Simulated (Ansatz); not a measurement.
## Electronic structure of BrCl$_{2}$HOZr···HCl in real space

The calculation's input:

```
crystal:
  periodic: [false, false, false]
  atoms:
    - { symbol: Zr, position_ang: [0.319011, 0.48015, -0.452902] }
    - { symbol: Cl, position_ang: [-0.166862, -0.253026, 3.164406] }
    - { symbol: Cl, position_ang: [2.020651, -0.281537, -1.870291] }
    - { symbol: Cl, position_ang: [-1.19402, 1.671657, -1.784619] }
    - { symbol: O, position_ang: [-0.6105, -1.07625, 0.090835] }
    - { symbol: H, position_ang: [-1.171794, -1.811478, 0.375921] }
    - { symbol: Br, position_ang: [1.47469, 2.317327, 1.102274] }
    - { symbol: H, position_ang: [0.564925, 0.862157, 3.245377] }
basis:
  gaussian: { orbitals: def2-SVP }
hamiltonian:
  xc: revpbe
  dispersion: d4
relax:
  f_tol: 0.03
  max_steps: 50
output:
  orbitals: {}
```

Run with:

```sh
ansatz run input.yaml --threads 4 --pin off --max-ram 5120MiB --backend cpu --events-out ev --progress --plain --runs-dir out
```

The fields are those of the run's last geometry, not of the input's.

Core potentials replace the inner electrons of Zr.

Method: RKS revPBE-D4/def2-SVP (Ansatz).

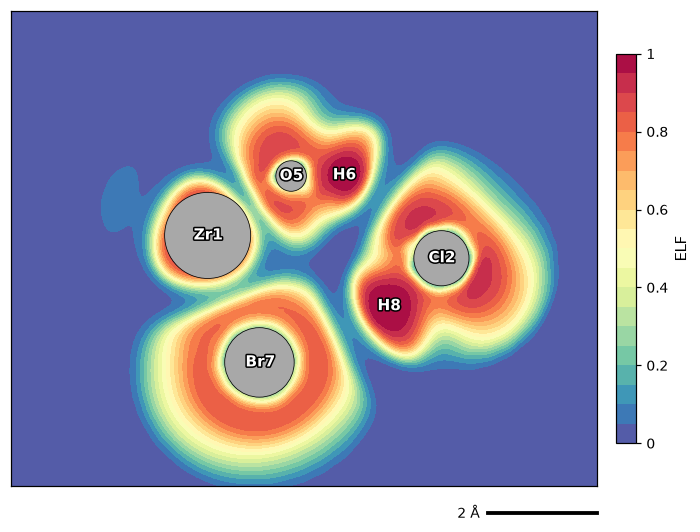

Figure 1. ELF on the plane of atoms Zr1, O5 and H6. Grey discs cover the atomic cores.

> What do the fields say about this system?

The plane passes through Zr, Cl, O, H and Br nuclei.
Cl2···H6 (2.36 Å): the ELF dips to about 0.10 between them (a closed-shell contact with the geometry of a hydrogen bond).
Zr–O (1.89 Å): the ELF peaks at about 0.80 in the valence shell of O, 0.5 Å from its nucleus, and drops to about 0.25 between the two atoms.
Zr–Br (2.54 Å): the ELF peaks at about 0.75 in the valence shell of Br, 1.0 Å from its nucleus, and is about 0.40 at the midpoint.
O–H (0.98 Å): the ELF climbs to about 1 towards the hydrogen, as it does in any bond to H: a covalent bond by its length.
Cl–H (1.31 Å): the ELF climbs to about 1 towards the hydrogen; an ordinary covalent bond to hydrogen.
The ELF also peaks beside Cl2, away from the bonds: lone-pair regions.

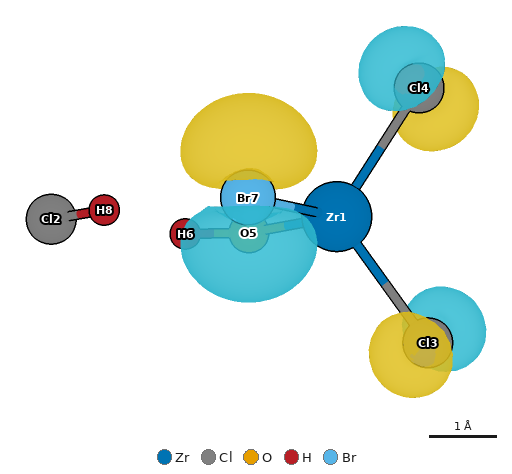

Figure 2. The HOMO at ±0.15 Å⁻³ᐟ² (yellow and cyan are the two phases), seen from one side.

> Where does this orbital lie, and at what energy?

Its weight (Hirshfeld) is mainly on Br7 (about 60 %), Cl4 (about 15 %) and Cl3 (about 15 %). Its energy is −7.73 eV.
